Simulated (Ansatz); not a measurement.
**C₂H₈BGa: a changed input and its effect**

System: C₂H₈BGa.
Method of the first run: RKS wB97X-V/def2-TZVPP (Ansatz 0.2.0).

The geometry comes from this level: PBE0-D4/def2-TZVP. Text and figures count atoms from 1; the logs count them from 0 in places.

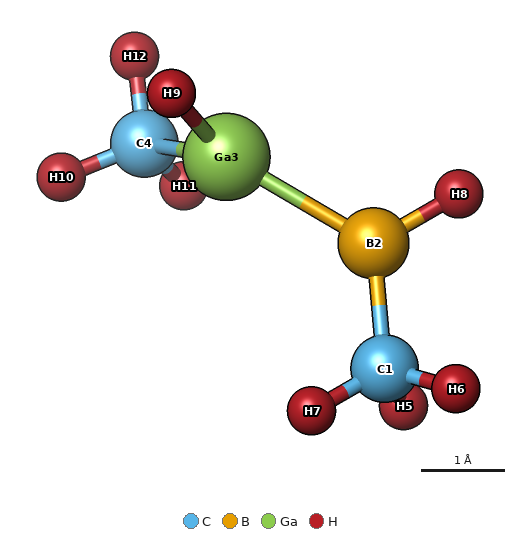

Figure 1. The input geometry (ball-and-stick view, seen at a tilt; atoms are numbered from 1 in the order of the input). Sticks mark near contacts. Bond lengths as drawn: B–C 1.56 Å, B–Ga 2.08 Å, B–H 1.21 Å, C–Ga 1.98 Å, C–H 1.09 to 1.10 Å and Ga–H 1.59 Å.

### The input, the first run
```yaml
crystal:
  periodic: [false, false, false]
  atoms:
    - {symbol: C, position_ang: [-1.564862, 1.624823, -0.176040]}
    - {symbol: B, position_ang: [-1.044190, 0.430350, 0.677462]}
    - {symbol: Ga, position_ang: [0.900520, -0.314097, 0.688997]}
    - {symbol: C, position_ang: [1.611521, -1.671922, -0.563719]}
    - {symbol: H, position_ang: [-2.070225, 1.131948, -1.025510]}
    - {symbol: H, position_ang: [-2.348361, 2.208509, 0.316116]}
    - {symbol: H, position_ang: [-0.818630, 2.296471, -0.602703]}
    - {symbol: H, position_ang: [-1.869633, -0.139576, 1.346324]}
    - {symbol: H, position_ang: [1.950406, 0.185808, 1.768286]}
    - {symbol: H, position_ang: [2.462406, -1.251715, -1.108669]}
    - {symbol: H, position_ang: [0.876560, -2.026983, -1.286606]}
    - {symbol: H, position_ang: [1.991486, -2.528817, 0.000162]}
basis:
  gaussian: {orbitals: def2-TZVPP}
hamiltonian: {xc: {name: wB97X-V}}
output: {orbitals: {seedname: orbitals}}
```

Launched with:
```bash
ansatz run in.yaml --threads 4 --pin off --events-out ev --progress --plain --max-ram 10444MiB
```

Hardware: 4 threads of Arm Neoverse V2, 23 GiB of memory available, shared host.

### Output (the first run)
```
Functional definition: wB97X-V
  parameter omega = 0.3/bohr
  parameter cx = 0.167
  parameter cx1 = 0.603
  parameter cx2 = 1.194
  parameter css0 = 0.556
  parameter css1 = -0.257
  parameter cos0 = 1.219
  parameter cos1 = -1.850
  parameter b = 6.0
  parameter c = 0.01
  exchange = spin_sum(e_x_unif_sr(omega)*poly(b97_u_x, 1 - cx, cx1, cx2)) + cx*exact_x_sr(omega) + exact_x_lr(omega)
  correlation = spin_sum(e_c_pw_same_spin*poly(b97_u_same, css0, css1))
      + integral(e_c_pw_opposite_spin*poly(b97_u_opposite, cos0, cos1)) + vv10(b, c)
1404 factors; their error is unknown
372 factors; integrals over basis functions are off by at most 1.0e-5 eV
mean field evaluation 1: about -55247.6049 eV, gradient 5.3e1 eV
mean field evaluation 2: about -55250.0024 eV, gradient 4.4e1 eV
mean field evaluation 4: about -55253.3758 eV, gradient 2.1e0 eV
mean field evaluation 8: about -55253.3936 eV, gradient 1.3e-1 eV
mean field evaluation 16: about -55253.4982 eV, gradient 4.5e-4 eV
mean field -55253.49819992 eV, -2030.5286066809 hartree, gradient 3.9e-5 eV, S^2 0.000000; 0 other end points of the search recorded, 0 dependent functions left out
reference -55253.49819748 eV, -2030.5286065912 hartree; 28, 28 occupied and 225, 225 virtual orbitals, 1404 factors
Total energy: -55253.49819748 eV, -2030.5286065912 hartree
```

The input of the second run differs as follows (lines with − go, lines with + come):
```diff
-hamiltonian: {xc: {name: wB97X-V}}
+hamiltonian: {xc: pbe0, dispersion: d4}
```

What does this change do to the results?

The total energies belong to different models, so their difference says nothing on which is more stable or more accurate. The HOMO goes from −9.15 to −6.85 eV. The LUMO goes from 0.67 to −1.48 eV. On the same kind of shared host the second run took about 0.37 times as long.

### Output (the second run)
```
Functional definition: PBE0
  parameter a = 0.25
  parameter kappa = 0.804
  parameter beta = 0.06672455060314922
  exchange = (1 - a)*pbe_x(kappa = kappa, mu = beta*pi^2/3) + a*exact_x
  correlation = pbe_c(beta = beta)
1414 factors; their error is unknown
mean field evaluation 1: about -55236.9068 eV, gradient 7.2e1 eV
mean field evaluation 2: about -55231.3872 eV, gradient 8.3e1 eV
mean field evaluation 4: about -55248.1462 eV, gradient 4.1e0 eV
mean field evaluation 8: about -55248.1706 eV, gradient 5.2e-2 eV
mean field evaluation 16: about -55248.3454 eV, gradient 2.3e-5 eV
mean field -55248.34544010 eV, -2030.3392462503 hartree, gradient 2.3e-5 eV, S^2 0.000000; 0 other end points of the search recorded, 0 dependent functions left out
reference -55248.34547809 eV, -2030.3392476462 hartree; 28, 28 occupied and 225, 225 virtual orbitals, 1414 factors
Total energy: -55248.51679502 eV, -2030.3455434273 hartree
```

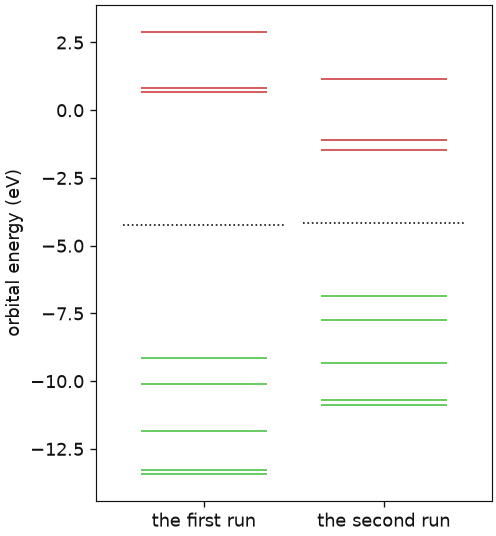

Figure 2. The five highest filled and three lowest empty orbital energies of the two runs; the dotted lines part filled from empty levels. The HOMO–LUMO gap is 9.82 eV in the first run and 5.36 eV in the second run.

### The two runs side by side

```tsv
quantity	the first run	the second run
outcome	converged	converged
total energy (hartree)	−2030.528607	−2030.345543
HOMO (eV)	−9.15	−6.85
LUMO (eV)	0.67	−1.48
basis functions	253	253
wall time (shared host)	6.5 s	2.4 s
```
